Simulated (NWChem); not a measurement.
# BNH3 (SMILES B[NH]): U-mPW1K/def2-TZVP

Aim: the electrostatic solvation energy at fixed shape (COSMO-KS, ethanol) of BNH3 at U-mPW1K/def2-TZVP, from 2 runs. 

Program for the calculation: NWChem 7.3.0.

3 further runs of the same task are left out: 1 that didn't finish, 2 set aside as unsound or not needed.

### Step 1. Starting point

BNH3: 5 atoms, total charge 0, spin state doublet. As SMILES, `B[NH]`. The coordinates come from a PBE0-D4/def2-TZVP relaxation.

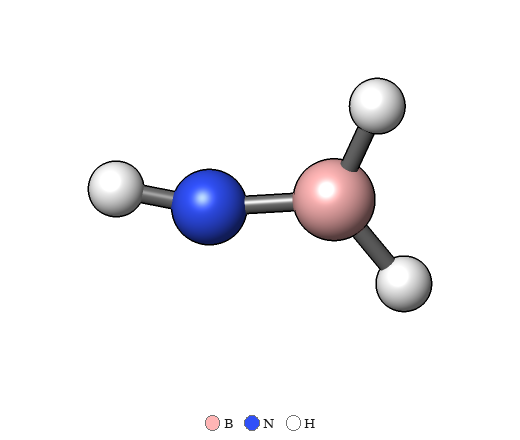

The structure, seen from a chosen angle (boron pink, nitrogen blue, hydrogen white).

### Step 2. Energy and one-electron properties at U-mPW1K/def2-TZVP

File bh3n.nw:

```
start bh3n
title "BH3N"
memory 2200 mb

geometry units bohr noautosym nocenter noautoz
 B   -0.58732688  -0.69938764  -0.17309891
 N    1.00382252   1.23814856  -0.03741658
 H   -0.78385840  -2.09268271   1.62988878
 H   -1.82188496  -1.08300204  -2.04449469
 H    2.28354505   2.49765102   0.54669777
end

basis spherical bse
 * library def2-TZVP
end

dft
 xc mpw1k
 mult 2
 grid coarse
 iterations 200
 print medium
end

property
 electrondensity
 mulliken
 esp
 efield
end

task dft property
```

Launch:

```
$ nwchem bh3n.nw > bh3n.out
```

The program printed (excerpt; [...] marks lines left out):

```text
[...]
          Wavefunction type:  spin polarized.
          No. of atoms     :     5
          No. of electrons :    15
[...]
          Charge           :     0
          Spin multiplicity:     2
[...]
          AO basis - number of functions:    80
[...]
              XC Information
              --------------
                        MPW1K Method XC Functional
                     Hartree-Fock (Exact) Exchange  0.428
                        mPW91  Exchange Functional  0.572
                Perdew 1991 Correlation Functional  1.000 non-local
            Perdew 1991 LDA Correlation Functional  1.000 local
[...]
 d= 0,ls=0.0,diis     1    -81.3072533951 -1.08D+02  2.82D-03  5.96D-02     2.0
[...]
 d= 0,ls=0.0,diis    11    -81.3554191096 -2.79D-08  8.97D-07  1.33D-09    13.7
[...]
         Total DFT energy =      -81.355419109596
      One electron energy =     -162.527680018759
           Coulomb energy =       66.062631246732
    Exchange-Corr. energy =      -12.038506131930
 Nuclear repulsion energy =       27.148135794361
[...]
      <S2> =      0.7612 (Exact =     0.7500)
[...]
```

Run time: 15 s. Hardware: 1 thread of Intel Xeon Platinum 8488C (Sapphire Rapids), shared host; peak memory 0.12 GiB.

Atomic charges (e):

```csv
atom,Mulliken
B1,-0.113
N2,-0.215
H3,+0.022
H4,+0.022
H5,+0.284
```

### Step 3. Energy and one-electron properties at U-mPW1K/def2-TZVP (COSMO-KS ethanol)

File mymol.nw:

```
start mymol
title "BH3N"
memory stack 880 mb heap 220 mb global 1100 mb
charge 0
geometry noautosym nocenter
  zmatrix
    B
    N 1 1.328668
    H 1 1.210262 2 118.81381
    H 1 1.203621 3 119.94922 2 179.99546
    H 2 0.999182 1 163.93826 4 179.85312
  end
end
basis spherical bse
  B library def2-TZVP
  N library def2-TZVP
  H library def2-TZVP
end
cosmo
  dielec 24.852
  do_cosmo_ks true
end
dft
  xc mpw1k
  mult 2
  grid coarse
  maxiter 200
end
property
  electrondensity
  mulliken
  esp
  efield
end
task dft property
```

Launch:

```
$ nwchem mymol.nw > mymol.out
```

The program printed:

```text
Northwest Computational Chemistry Package (NWChem) 7.3.0
             --------------------------------------------------------

           Job information
           ---------------

    nwchem branch   = 7.3.0
    use scalapack   = T
    input           = mymol.nw
    prefix          = mymol.
    data base       = ./mymol.db
    status          = startup
    nproc           =        1

           Memory information
           ------------------

    heap     =     28835838 doubles =      220.0 Mbytes
    stack    =    115343355 doubles =      880.0 Mbytes
    global   =    144179200 doubles =     1100.0 Mbytes (distinct from heap & stack)
    total    =    288358393 doubles =     2200.0 Mbytes
    verify   = yes
    hardfail = no

           Directory information
           ---------------------

  0 permanent = .
  0 scratch   = .

                                NWChem Input Module
                                -------------------

                                       BH3N
                                       ----

 Scaling coordinates for geometry "geometry" by  1.889725989
 (inverse scale =  0.529177249)

                             Geometry "geometry" -> ""
                             -------------------------

 Output coordinates in angstroms (scale by  1.889725989 to convert to a.u.)

  No.       Tag          Charge          X              Y              Z
 ---- ---------------- ---------- -------------- -------------- --------------
    1 B                    5.0000     0.00000000     0.00000000     0.00000000
    2 N                    7.0000     0.00000000     0.00000000     1.32866800
    3 H                    1.0000     1.06042011     0.00000000    -0.58330378
    4 H                    1.0000    -1.02913185     0.00008264    -0.62417236
    5 H                    1.0000     0.27644573    -0.00073088     2.28884605

      Atomic Mass
      -----------

      B                 11.009310
      N                 14.003070
      H                  1.007825

 Effective nuclear repulsion energy (a.u.)      27.1481419374

            Nuclear Dipole moment (a.u.)
            ----------------------------
        X                 Y               Z
 ---------------- ---------------- ----------------
     0.5815329254    -0.0012250000    19.6192219841

                                Z-matrix (user)
                                --------

 Units are Angstrom for bonds and degrees for angles

      Type          Name      I     J     K     L     M      Value
      ----------- --------  ----- ----- ----- ----- ----- ----------
    1 Stretch                  2     1                       1.32867
    2 Stretch                  3     1                       1.21026
    3 Bend                     3     1     2               118.81381
    4 Stretch                  4     1                       1.20362
    5 Bend                     4     1     3               119.94922
    6 Torsion                  4     1     3     2         179.99546
    7 Stretch                  5     2                       0.99918
    8 Bend                     5     2     1               163.93826
    9 Torsion                  5     2     1     4         179.85312

            XYZ format geometry
            -------------------
     5
 geometry
 B                     0.00000000     0.00000000     0.00000000
 N                     0.00000000     0.00000000     1.32866800
 H                     1.06042011     0.00000000    -0.58330378
 H                    -1.02913185     0.00008264    -0.62417236
 H                     0.27644573    -0.00073088     2.28884605

 ==============================================================================
                                internuclear distances
 ------------------------------------------------------------------------------
       center one      |      center two      | atomic units |  angstroms
 ------------------------------------------------------------------------------
    2 N                |   1 B                |     2.51082  |     1.32867
    3 H                |   1 B                |     2.28706  |     1.21026
    4 H                |   1 B                |     2.27451  |     1.20362
    5 H                |   2 N                |     1.88818  |     0.99918
 ------------------------------------------------------------------------------
                         number of included internuclear distances:          4
 ==============================================================================

 ==============================================================================
                                 internuclear angles
 ------------------------------------------------------------------------------
        center 1       |       center 2       |       center 3       |  degrees
 ------------------------------------------------------------------------------
    2 N                |   1 B                |   3 H                |   118.81
    2 N                |   1 B                |   4 H                |   121.24
    3 H                |   1 B                |   4 H                |   119.95
    1 B                |   2 N                |   5 H                |   163.94
 ------------------------------------------------------------------------------
                            number of included internuclear angles:          4
 ==============================================================================

                      Basis "ao basis" -> "" (spherical)
                      -----
  [basis functions not shown]

[... 14 lines left out ...]
  convergence criterion.
[... 56 lines left out ...]
  convergence criterion.
[... 15 lines left out ...]
          Convergence on energy requested:  1.00D-07
          Convergence on density requested:  1.00D-05
          Convergence on gradient requested:  5.00D-04
[... 21 lines left out ...]
          Spatial weights used:  Erf1
[... 1 line left out ...]
          Convergence Information
[... 1 line left out ...]
          Convergence aids based upon iterative change in
          total energy or number of iterations.
[... 43 lines left out ...]
   convergence    iter        energy       DeltaE   RMS-Dens  Diis-err    time
[... 18 lines left out ...]
   convergence    iter        energy       DeltaE   RMS-Dens  Diis-err    time
[... 8 lines left out ...]
         Total DFT energy =      -81.359795285019
      One electron energy =     -162.592067531132
           Coulomb energy =       66.073183765983
    Exchange-Corr. energy =      -12.038858865581
 Nuclear repulsion energy =       27.148141937394
[... 1 line left out ...]
             COSMO energy =        0.049805408316
[... 8 lines left out ...]
                 gas phase energy =       -81.355419113342
                 sol phase energy =       -81.359795285019
 (electrostatic) solvation energy =         0.004376171678 (    2.75 kcal/mol)
[... 1 line left out ...]
                    DFT Final Alpha Molecular Orbital Analysis
[... 571 lines left out ...]
                     DFT Final Beta Molecular Orbital Analysis
[... 604 lines left out ...]
     --------------------------
     Expectation value of S2:
     --------------------------
      <S2> =      0.7614 (Exact =     0.7500)

 center of mass
 --------------
 x =   0.02090478 y =  -0.00004404 z =   1.32753753

 moments of inertia (a.u.)
 ------------------
          60.350352491730           0.001007441404          -1.584882078836
           0.001007441404          68.471948003601           0.004567350828
          -1.584882078836           0.004567350828           8.121599297362

     Multipole analysis of the density
     ---------------------------------

     L   x y z        total         alpha         beta         nuclear
     -   - - -        -----         -----         ----         -------
     0   0 0 0     -0.000000     -8.000000     -7.000000     15.000000

     1   1 0 0      0.177734     -0.166288     -0.237512      0.581533
[... 8 lines of this table left out ...]
     2   0 0 2     -5.793129    -39.066516    -32.170513     65.443900

          ----------------------------
          Mulliken population analysis
          ----------------------------

 Alpha Spin S,P,D,... shell population
 --------------------------------
    Atom          S        P        D        F
 --------------------------------------------------------------------------------------
     1 B      1.48655   0.90958   0.07043   0.00856
     2 N      1.75804   2.33215   0.00738   0.00119
     3 H      0.55479   0.00456   0.00000   0.00000
     4 H      0.53956   0.00444   0.00000   0.00000
     5 H      0.30055   0.02222   0.00000   0.00000

          ----- Alpha Spin gross population on atoms ----

              1  B    5.0     2.47512
              2  N    7.0     4.09876
              3  H    1.0     0.55935
              4  H    1.0     0.54401
              5  H    1.0     0.32277

 Beta Spin  S,P,D,... shell population
 --------------------------------
    Atom          S        P        D        F
 --------------------------------------------------------------------------------------
     1 B      1.53836   1.08601   0.03987   0.00556
     2 N      1.68702   1.42520   0.00969   0.00182
     3 H      0.41617   0.00515   0.00000   0.00000
     4 H      0.43293   0.00506   0.00000   0.00000
     5 H      0.33088   0.01628   0.00000   0.00000

          ----- Beta Spin  gross population on atoms ----

              1  B    5.0     2.66980
              2  N    7.0     3.12373
              3  H    1.0     0.42132
              4  H    1.0     0.43799
              5  H    1.0     0.34715

 Total      S,P,D,... shell population
 --------------------------------
    Atom          S        P        D        F
 --------------------------------------------------------------------------------------
     1 B      3.02491   1.99559   0.11030   0.01412
     2 N      3.44506   3.75735   0.01707   0.00301
     3 H      0.97096   0.00971   0.00000   0.00000
     4 H      0.97249   0.00951   0.00000   0.00000
     5 H      0.63142   0.03850   0.00000   0.00000

          ----- Total      gross population on atoms ----

              1  B    5.0     5.14492
              2  N    7.0     7.22249
              3  H    1.0     0.98067
              4  H    1.0     0.98200
              5  H    1.0     0.66992

          ----- Atomic spin population -----

              1  B    5.0    -0.19468
              2  N    7.0     0.97503
              3  H    1.0     0.13803
              4  H    1.0     0.10601
              5  H    1.0    -0.02439

          ----- Bond indices -----
  1- 1   0.00000  1- 2   1.70994  1- 3   0.92403  1- 4   0.93519  1- 5   0.02262
  2- 1   1.70994  2- 2   0.00000  2- 3   0.03956  2- 4   0.03270  2- 5   0.87174
  3- 1   0.92403  3- 2   0.03956  3- 3   0.00000  3- 4  -0.01276  3- 5   0.00142
  4- 1   0.93519  4- 2   0.03270  4- 3  -0.01276  4- 4   0.00000  4- 5   0.00422
  5- 1   0.02262  5- 2   0.87174  5- 3   0.00142  5- 4   0.00422  5- 5   0.00000

 Large bond indices
 ------------------
  1   B -  2   N    1.70994
  1   B -  3   H    0.92403
  1   B -  4   H    0.93519
  2   N -  5   H    0.87174

                                                                Free electrons             Valency
                              Number of         Sum of          + Bond indices         - Bond indices
                Valency     Free electrons    Bond indices     =Mulliken charge     = Net spin population
     1  B       3.61053        1.55314          3.59178           5.14492                 0.01875
     2  N       3.36930        4.56855          2.65394           7.22249                 0.71536
     3  H       0.97133        0.02841          0.95226           0.98067                 0.01908
     4  H       0.97076        0.02266          0.95934           0.98200                 0.01141
     5  H       0.90111       -0.23008          0.90000           0.66992                 0.00111

          ---------------------------------------------
          Electrostatic potential/diamagnetic shielding
          ---------------------------------------------

 1 a.u. = 9.07618 esu/cm ( or statvolts )
   Point      X         Y         Z     Total Potential(a.u.)   Diamagnetic shielding(a.u.)
    1 B    0.00000   0.00000   0.00000     -11.462219            15.366915
    2 N    0.00000   0.00000   2.51082     -18.368056            21.370037
    3 H    2.00390   0.00000  -1.10228      -1.127721             5.449824
    4 H   -1.94478   0.00016  -1.17951      -1.132407             5.440958
    5 H    0.52241  -0.00138   4.32529      -0.988167             6.161333
 scftyp:UHF
 theory:dft

          --------------
          Electric field
          --------------

 1 a.u. = 0.171524 10**(-8) dyn/esu

   Atom       X         Y         Z                        Electric field (a.u.)
                                              X              Y              Z           Field
  ------------------------------------------------------------------------------------------------
    1 B    0.00000   0.00000   0.00000       0.000526      -0.000008       0.003771       0.003808
    2 N    0.00000   0.00000   2.51082      -0.001953       0.000019      -0.015708       0.015829
    3 H    2.00390   0.00000  -1.10228       0.004243       0.000002      -0.001968       0.004677
    4 H   -1.94478   0.00016  -1.17951      -0.004798       0.000002      -0.002504       0.005412
    5 H    0.52241  -0.00138   4.32529       0.005376      -0.000014       0.020429       0.021125

          ---------------------
          Electron/spin density
          ---------------------

 1 a.u. = 4.80286 10**(-10) esu

 Total electron density
 ----------------------
   Point      X         Y         Z      Density (a.u.)
    1 B    0.00000   0.00000   0.00000      68.728444
    2 N    0.00000   0.00000   2.51082     198.606271
    3 H    2.00390   0.00000  -1.10228       0.399815
    4 H   -1.94478   0.00016  -1.17951       0.403778
    5 H    0.52241  -0.00138   4.32529       0.397083

 Total spin density
 ------------------
   Point      X         Y         Z      Density (a.u.)
    1 B    0.00000   0.00000   0.00000      -0.045232
    2 N    0.00000   0.00000   2.51082       0.124011
    3 H    2.00390   0.00000  -1.10228       0.050025
    4 H   -1.94478   0.00016  -1.17951       0.038986
    5 H    0.52241  -0.00138   4.32529      -0.013311

 Task  times  cpu:       21.5s     wall:       21.5s
 Total times  cpu:       21.5s     wall:       21.5s
```

Run time: 22 s. Hardware: 1 thread of Intel Xeon Platinum 8488C (Sapphire Rapids), shared host; peak memory 0.12 GiB.

Atomic charges (e):

```csv
atom,Mulliken
B1,-0.145
N2,-0.222
H3,+0.019
H4,+0.018
H5,+0.330
```

### Step 4. Summary of results

Level: U-mPW1K/def2-TZVP.

```
                                             quantity         value
                              gas phase: total energy  -81.35542 Eh
                             gas phase: dipole moment        1.48 D
        gas phase: HOMO energy (highest over α and β)      -9.00 eV
         gas phase: LUMO energy (lowest over α and β)      -2.07 eV
                                      gas phase: ⟨S²⟩         0.761
                      COSMO-KS, ethanol: total energy  -81.35980 Eh
                     COSMO-KS, ethanol: dipole moment        1.83 D
COSMO-KS, ethanol: HOMO energy (highest over α and β)      -9.12 eV
 COSMO-KS, ethanol: LUMO energy (lowest over α and β)      -2.11 eV
        COSMO-KS, ethanol: solvent term in the energy  -11.5 kJ/mol
                              COSMO-KS, ethanol: ⟨S²⟩         0.761
     energy change from gas to solvent at fixed shape     -0.119 eV
```

What this shows: The solvent model (COSMO-KS, ethanol) lowers the energy by 0.12 eV (−11.5 kJ/mol) at the same shape. It holds the electrostatic part alone, without cavity or dispersion terms. Mulliken charges (COSMO-KS, ethanol) run from -0.22 on N2 to +0.33 on H5; they depend strongly on the basis.
